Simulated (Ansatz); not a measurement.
## Electronic structure of CH₁₂AlNSi₃ in real space

The calculation's input:

```
crystal:
  periodic: [false, false, false]
  atoms:
    - { symbol: Si, position_ang: [1.4139, -2.4253, 0.0472] }
    - { symbol: "N", position_ang: [2.0448, -1.0092, -0.8864] }
    - { symbol: Al, position_ang: [0.5466, -0.0925, -1.7117] }
    - { symbol: C, position_ang: [-0.41794, -1.06284, -3.14037] }
    - { symbol: Si, position_ang: [0.75506, -1.41313, -4.55702] }
    - { symbol: Si, position_ang: [1.50413, 0.43754, -5.5459] }
    - { symbol: H, position_ang: [0.6593, -3.2752, -0.8675] }
    - { symbol: H, position_ang: [2.4983, -3.1119, 0.664] }
    - { symbol: H, position_ang: [0.4656, -1.8627, 1.1248] }
    - { symbol: H, position_ang: [2.4626, -0.3498, -0.1608] }
    - { symbol: H, position_ang: [0.21672, 1.37601, -1.30141] }
    - { symbol: H, position_ang: [-0.87757, -1.96291, -2.80977] }
    - { symbol: H, position_ang: [-1.25207, -0.29839, -3.59965] }
    - { symbol: H, position_ang: [1.89111, -2.19258, -4.07583] }
    - { symbol: H, position_ang: [0.06836, -2.21843, -5.57782] }
    - { symbol: H, position_ang: [2.4394, 0.06334, -6.6409] }
    - { symbol: H, position_ang: [2.1882, 1.24662, -4.54146] }
    - { symbol: H, position_ang: [0.37599, 1.19053, -6.11697] }
basis:
  gaussian: { orbitals: "6-31G*" }
hamiltonian:
  xc: pbe
  dispersion: d4
relax:
  f_tol: 0.015
  max_steps: 40
output:
  orbitals: {}
```

Launched as:

```sh
ansatz run input.yaml --threads 2 --pin off --max-ram 3072MiB --backend cpu --events-out ev --progress --plain --runs-dir out
```

The fields are those of the relaxed geometry.

Level of theory: RKS PBE-D4/6-31G* (Ansatz).

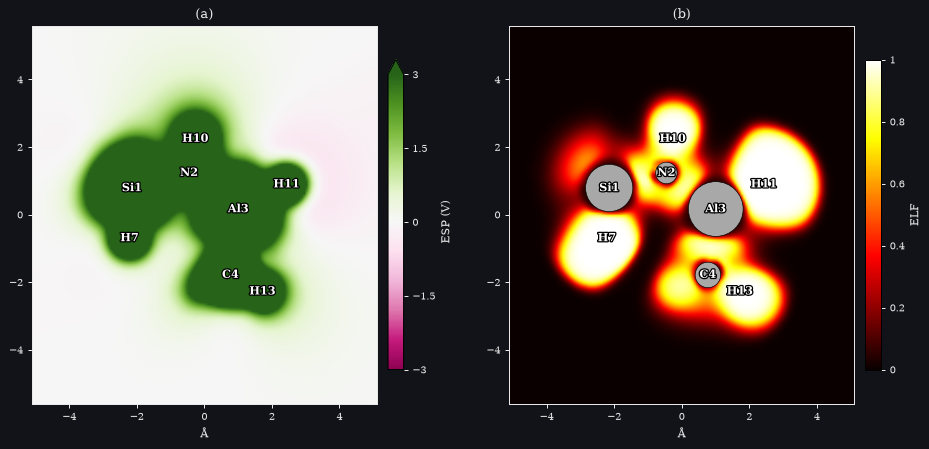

Figure 1. (a) molecular electrostatic potential; (b) ELF on the plane of atoms Al3, N2 and H10. Grey discs cover the atomic cores in the ELF map.

**What do the fields say about this system?**

- The plane passes through Si, N, Al, C and H nuclei.
- Si–N (1.75 Å): the ELF peaks at about 0.95 between the atoms, as expected for a polar covalent bond.
- Al–N (1.81 Å): the ELF peaks at about 0.90 in the valence shell of N, 0.7 Å from its nucleus, and is about 0.60 at the midpoint.
- C–Al (1.97 Å): the ELF peaks at about 0.95 between the atoms: a shared but strongly polarised pair.
- N–H (1.02 Å): the ELF climbs to about 1 towards the hydrogen, as it does in any bond to H (a covalent bond by its length).
- C–H (1.11 Å): the ELF climbs to about 1 towards the hydrogen; a covalent bond by its length.
- Outside the dense part of the molecule the potential is most negative (−0.4 V) near H11.

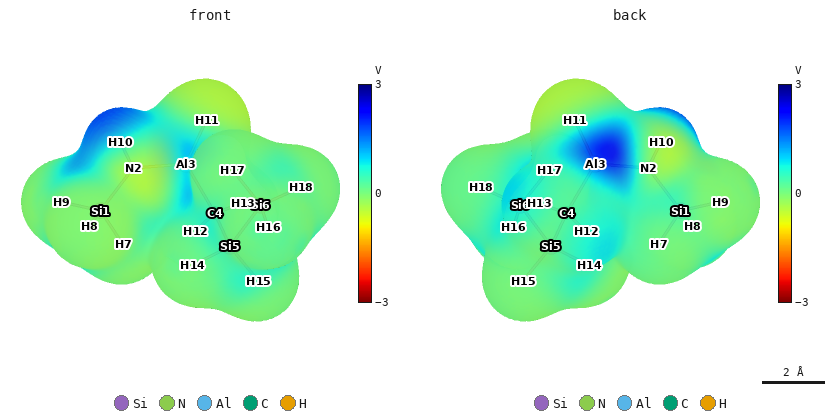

Figure 2. The molecular electrostatic potential painted on the density surface at 0.002 e/bohr³, seen from the front and from behind; the colour scale runs from red (negative) to blue (positive).

**Which sites attract a positive test charge, and which a negative one?**

A positive charge is drawn to the negative regions and a negative charge to the positive ones. The most negative region (about −0.4 V) lies over N2 and H11, the most positive (about +1.9 V) over Al3.

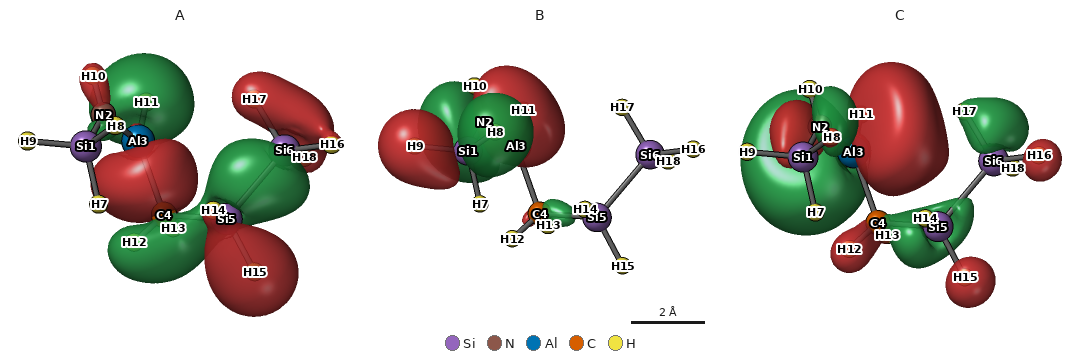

Figure 3. Three frontier orbitals at ±0.06 Å⁻³ᐟ² (green and red are the two phases), in no order.

**Order the three orbitals by energy and name them.**

A is the HOMO−1 (−6.61 eV). By Hirshfeld shares it lies mainly on C4 (about 25 %), Al3 (about 15 %), Si5 (about 15 %), H11 (about 15 %), Si6 (about 10 %) and H15 (about 10 %). B is the HOMO (−6.11 eV). By Hirshfeld shares it lies mainly on N2 (about 55 %), Si1 (about 10 %), Al3 (about 10 %) and H8 (about 5 %). C is the LUMO (−1.28 eV). It lies mainly on Al3 (about 60 %) and N2 (about 10 %).

**What is the HOMO–LUMO gap?**

4.83 eV between the orbital energies.
